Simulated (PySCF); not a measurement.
**C2H6PSi (SMILES C=C[P-][SiH3]) (charge −1): density, localisation and related maps**

```json
{"atom": "C", "x (Å)": "1.6757", "y (Å)": "-0.4988", "z (Å)": "0.0182"}
{"atom": "C", "x (Å)": "1.3002", "y (Å)": "0.6931", "z (Å)": "-0.5102"}
{"atom": "P", "x (Å)": "-0.2803", "y (Å)": "1.5250", "z (Å)": "-0.7557"}
{"atom": "Si", "x (Å)": "-1.6267", "y (Å)": "-0.0059", "z (Å)": "0.0658"}
{"atom": "H", "x (Å)": "2.7312", "y (Å)": "-0.7945", "z (Å)": "0.0581"}
{"atom": "H", "x (Å)": "0.9519", "y (Å)": "-1.2144", "z (Å)": "0.4259"}
{"atom": "H", "x (Å)": "2.1318", "y (Å)": "1.3168", "z (Å)": "-0.8829"}
{"atom": "H", "x (Å)": "-1.6533", "y (Å)": "-1.3795", "z (Å)": "-0.5899"}
{"atom": "H", "x (Å)": "-1.4968", "y (Å)": "-0.3847", "z (Å)": "1.5349"}
{"atom": "H", "x (Å)": "-3.0580", "y (Å)": "0.4744", "z (Å)": "-0.0505"}
```

Geometry: PBE0-D3(BJ)/def2-SVP.

Computed with PySCF 2.14.0, PBE0/pcSseg-1, SCF density, gas phase, non-relativistic.

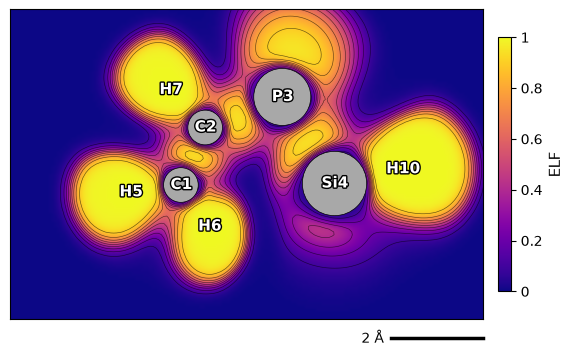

Figure 1. ELF on the plane of atoms H5, C1 and H6. Grey discs cover the atomic cores.

Q: Describe what can be read from this map.

A: The section cuts through C, P, Si and H sites.
C–C (1.36 Å): the ELF peaks at about 0.95 between the atoms; a covalent bond.
C–P (1.80 Å): the ELF peaks at about 0.95 between the atoms; localised, covalent bonding.
Si–P (2.20 Å): the ELF peaks at about 0.95 between the atoms (a shared electron pair).
C–H (1.10 Å): the ELF climbs to about 1 towards the hydrogen, as it does in any bond to H; a covalent bond by its length.
Si–H (1.51 Å): the ELF climbs to about 1 towards the hydrogen.
The ELF also peaks beside P3, away from the bonds: lone-pair regions.

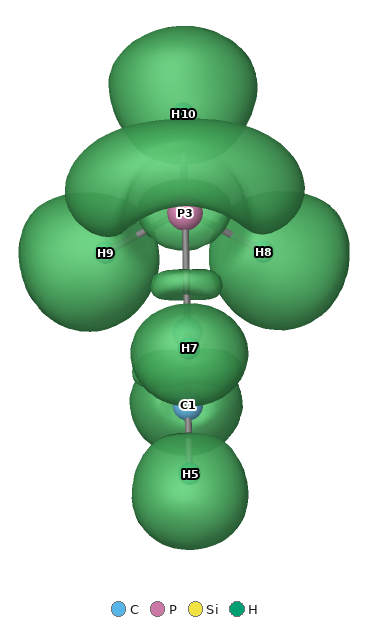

Figure 2. Isosurface of the ELF at 0.85 (green), seen at an oblique angle. Core shells and regions of very low density are left out.

Q: Identify the bonds, lone pairs and shells in this picture.

A: The surface consists of one region between bonded C–C atoms (shared pairs), one region between bonded C–P atoms (shared pairs), one region between bonded P–Si atoms (shared pairs), six regions around hydrogen nuclei and one lobe on P, pointing away from the bonds (lone pairs).
